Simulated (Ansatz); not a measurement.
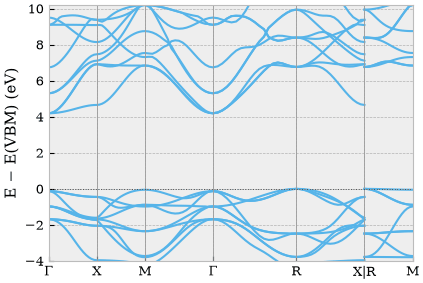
Figure: Band structure from the program Ansatz at the r²SCAN level (PAW)

Read off the gap and where the band edges lie.

About 4.2 eV (4.19 eV by a search for the band edges); maximum at R, minimum at Γ.

The material is BaHfO$_{3}$ (cubic perovskite, Pm-3m).

The cell was relaxed with r²SCAN under the symmetry of its start; phonons on a q-mesh show no instability. The run is not spin-polarised. Spin–orbit coupling is left out wherever it is not named.

Potentials: the later of the program's two PAW sets.
